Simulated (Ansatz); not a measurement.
## Fields on a plane of ZnInGaO4 (InGaZnO4 type, space group R3m)

```xyz
7
Lattice="1.6574 0.9569 8.5837 -1.6574 0.9569 8.5837 0.0000 -1.9138 8.5837" Properties=species:S:1:pos:R:3 pbc="T T T"
In     0.0000     0.0000    25.6752
Ga     0.0000     0.0000     5.4816
Zn     0.0000     0.0000    20.1196
O      0.0000     0.0000     3.5090
O      0.0000     0.0000    22.6309
O      0.0000     0.0000     7.4358
O      0.0000     0.0000    18.1522
```

The slice is a (-1 1 0 4) plane (indices of the conventional cell) through the point (0.136, 0.136, 0.136) (fractional), spanned by u = [1 0 -1] and v = [1 -1 1] in vectors of this cell: u (3.31 Å) and v (9.40 Å, at 90° to u). It covers one period; positions are fractions (u, v).

Atoms on it: O at (0.00, 0.00); O at (0.50, 0.23), 0.1 Å off the plane. Other atoms lie within 1 Å of the plane.

All values below come from PBEsol (plane waves to 420 eV, PAW, scalar-relativistic; Ansatz, an electronic-structure program). k mesh 12×12×12. Near the nuclei the fields are pseudised (PAW); where an atom keeps semicore shells as valence, they peak there. ZnInGaO4 was relaxed with its symmetry unable to fall.

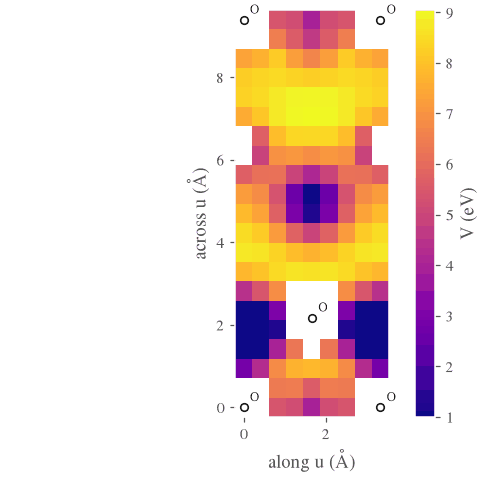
Figure: Electrostatic potential energy of an electron, from the cell's mean, in eV, one period of the plane, atoms marked. Points within 0.8 Å of a nucleus are left white, as the pseudised field means little there. Values under 1 eV are set to 1. The zero, the cell's mean, hangs on the PAW cores.

```
|8877553333335577|
|4444332222223344|
|2222110000001122|
|2222110000001122|
|4433220000002233|
|6655331100113355|
|6655442211224455|
|4444333333333344|
|2222334444443322|
|1111334455443311|
|0011223344332211|
|0000112222221100|
|1111223333332211|
|2222446677664422|
|4444558899885544|
|5555558899885555|
|5544445566554444|
|5544333333333344|
|8877553333335577|
|9988553333335588|
```
Scale: ten equal steps from -1.67 (start of '0') to 0.88 (end of '9'), in the order '0123456789'. Values: log₁₀ of the valence density in e/Å³. The map has 8 points along u (two characters each, u = 0 at the left) and 20 along v (v = 0 in the bottom row). The scale is logarithmic, as a density can span decades between atoms and voids.
